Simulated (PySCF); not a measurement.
**CH₅B: a changed input and its effect**

System: CH₅B.
Method of run A: RKS PBE-D4/def2-TZVPP, density fitting (PySCF 2.14.0).

The geometry comes from this level: PBE0-D4/def2-TZVP. Text and figures count atoms from 1; the logs count them from 0 in places.

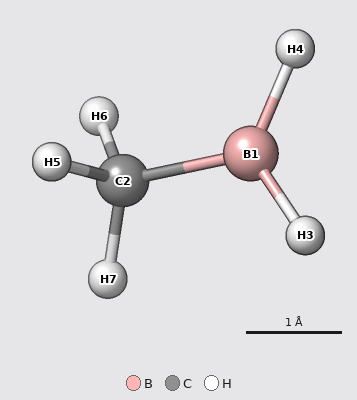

The structure as given in the input (ball-and-stick view, seen at a tilt; atoms are numbered from 1 in the order of the input).

**Input, run A**
```python
import json, numpy as np
from pyscf import gto, scf, dft, mp, cc
EV, BOHR = 27.211386245988, 0.529177210903
mol = gto.M(atom="""
B -0.703820 -0.040264 -0.518646
C 0.682120 0.344645 -1.091387
H -1.070864 -1.181403 -0.508845
H -1.466464 0.800717 -0.134086
H 0.477980 0.507145 -2.165223
H 1.092346 1.286451 -0.722633
H 1.437282 -0.442294 -1.049777
""", basis="def2-tzvpp", charge=0, spin=0, max_memory=8670, verbose=0)
def mean_field(mol, dm=None):
    mf = dft.RKS(mol, xc="pbe").density_fit()
    mf.conv_tol = 1e-9; mf.grids.level = 4
    mf.kernel(dm0=dm)
    if not mf.converged: mf = mf.newton().run(mf.mo_coeff, mf.mo_occ)
    assert mf.converged
    return mf
def d4(mol):
    from pyscf.dispersion.dftd4 import DFTD4Dispersion
    real = gto.M(atom=[(mol.atom_pure_symbol(i), mol.atom_coord(i)) for i in range(7)], unit='B', charge=mol.charge, spin=None, basis='def2-svp', verbose=0)
    r = DFTD4Dispersion(real, xc="pbe", atm=True).get_dispersion(grad=True); return r["energy"], r["gradient"]
def energy_and_gradient(mol, dm=None):
    mf = mean_field(mol, dm); e, g = d4(mol)
    return mf, (mf.e_tot + e) * EV, (mf.nuc_grad_method().kernel()[:7] + g) * EV / BOHR
out = {}
mf = mean_field(mol); e = d4(mol)[0]
out.update(energy=(mf.e_tot + e) * EV, converged=True, dispersion=e * EV)
out['s2'] = mf.spin_square()[0]; out['nelec'] = mol.nelec
print(f"Total energy {out['energy']:.6f} eV, <S^2> {out['s2']:.4f}")
json.dump(out, open("out.json", "w"), default=float)
```

Command:
```bash
OMP_NUM_THREADS=4 python run.py
```

Hardware: 4 threads of Arm Neoverse V1, 23 GiB of memory available, shared host.

**Output (run A)**
```
Total energy -1791.869015 eV, <S^2> 0.0000
```

The input of run B differs as follows (lines with − go, lines with + come):
```diff
-    mf = dft.RKS(mol, xc="pbe").density_fit()
+    mf = dft.RKS(mol, xc="pbe0").density_fit()
-    r = DFTD4Dispersion(real, xc="pbe", atm=True).get_dispersion(grad=True); return r["energy"], r["gradient"]
+    r = DFTD4Dispersion(real, xc="pbe0", atm=True).get_dispersion(grad=True); return r["energy"], r["gradient"]
```

What does this change do to the results?

The total energies belong to different models, so their difference says nothing on which is more stable or more accurate. The functional changes from PBE to PBE0.

**Output (run B)**
```
Total energy -1792.411740 eV, <S^2> 0.0000
```

**The two runs side by side**

| quantity | run A | run B |
| --- | --- | --- |
| outcome | converged | converged |
| total energy (hartree) | −65.849972 | −65.869917 |
| basis functions | 132 | 132 |
| wall time (shared host) | 3.7 s | 3.4 s |
